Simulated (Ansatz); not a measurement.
**AlH5Si2: density, localisation and related maps**

```xyz
8

Al   -0.3885   -1.2064   -0.7105
Si   -2.1432   -1.0791   -2.2221
Si   -1.9022    0.9715   -0.9477
H     0.4693   -1.5403    0.5802
H    -2.2148   -1.7233   -0.7102
H    -3.0860    1.4470   -0.1718
H    -1.3392    2.0918   -1.7539
H    -0.8408    0.7835    0.1629
```

Geometry: B3LYP-D3(BJ)/def2-SVP.

All numbers below come from Ansatz, isolated molecule in a Gaussian basis; Kohn-Sham density functional theory, functional PBE0.

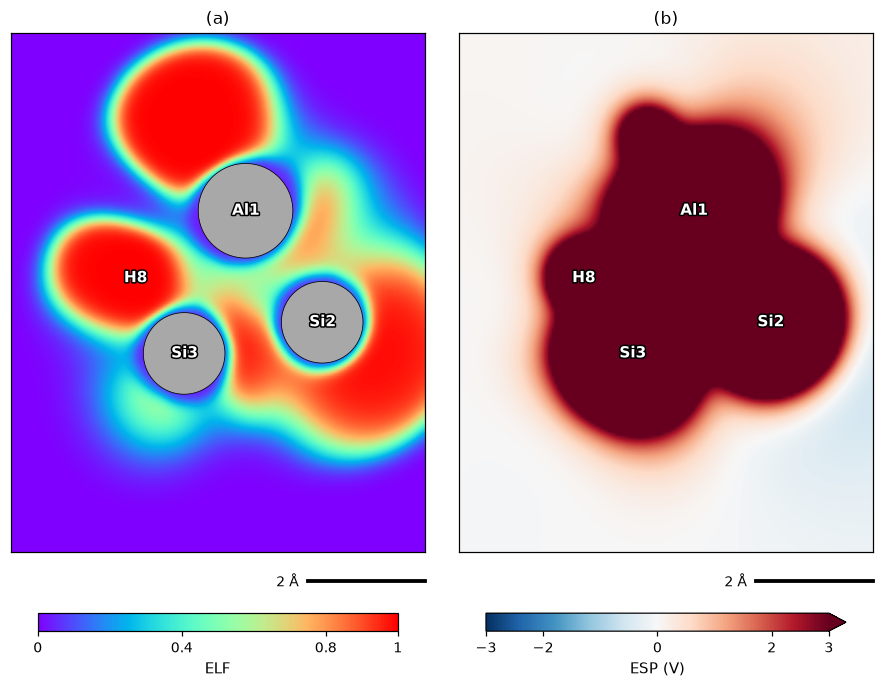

Figure 1. (a) ELF; (b) electrostatic potential on the plane of atoms Al1, Si2 and Si3. Grey discs cover the atomic cores in the ELF map.

### Describe what can be read from this map.

Atoms in the plane: Al, Si and H.
Al–Si (2.32 Å): the ELF peaks at about 0.65 in the valence shell of Si, 1.2 Å from its nucleus, and is about 0.65 at the midpoint.
Si–Si (2.43 Å): the ELF peaks at about 0.95 between the atoms, as expected for localised, covalent bonding.
Al–Si (2.66 Å): the ELF peaks at about 0.65 in the valence shell of Si, 1.1 Å from its nucleus, and is about 0.60 at the midpoint.
The ELF also peaks beside Si2, away from the bonds: lone-pair regions.
Outside the dense part of the molecule the potential is most negative (−0.5 V) near H5, which lies off the plane.

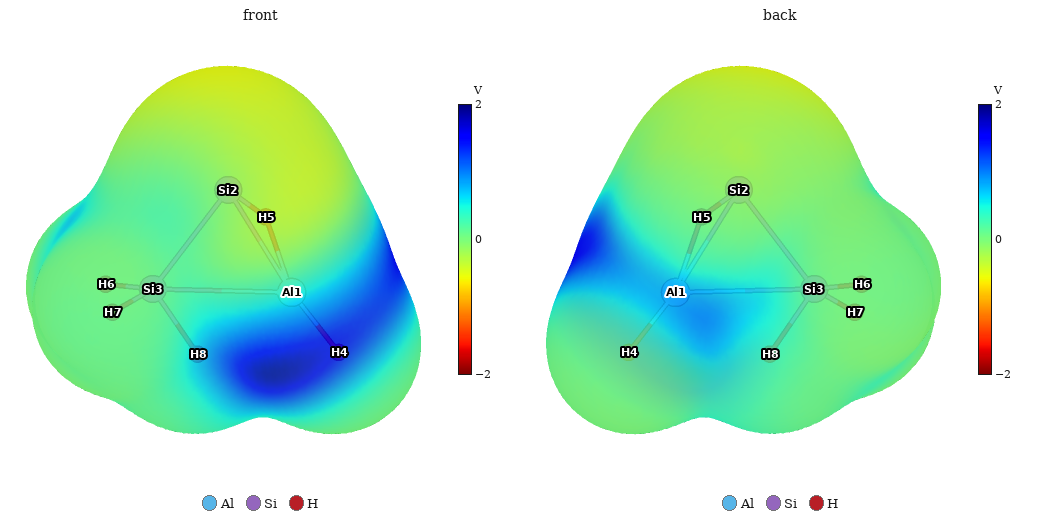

Figure 2. The molecular electrostatic potential painted on the density surface at 0.001 e/bohr³, seen from the front and from behind; the colour scale runs from red (negative) to blue (positive).

### Describe the electrostatic potential map.

The most negative region (about −0.5 V) lies over H5, the most positive (about +1.8 V) over Al1.

### How polar is the molecule by this calculation?

Its dipole moment is 1.51 D.

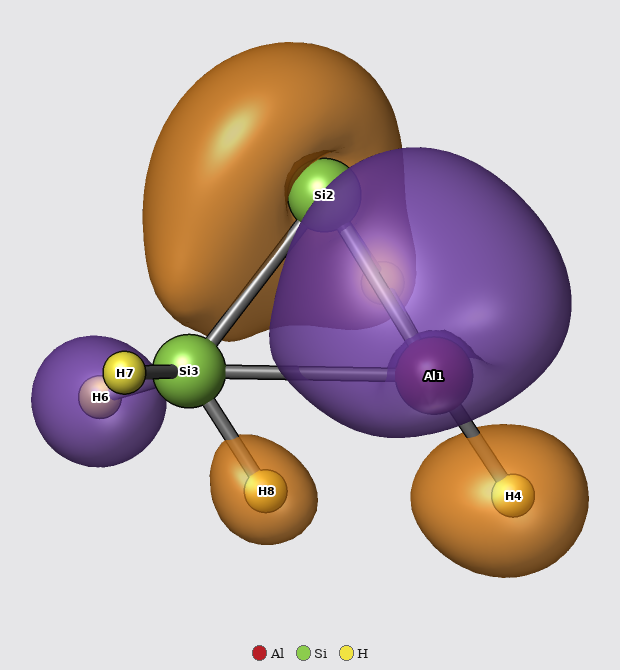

Figure 3. The HOMO at ±0.08 Å⁻³ᐟ² (orange and purple are the two phases), seen at a tilt.

### What is the character of this orbital?

Its weight (Hirshfeld) is mainly on Si2 (about 45 %) and Al1 (about 35 %). Its energy is −6.53 eV.
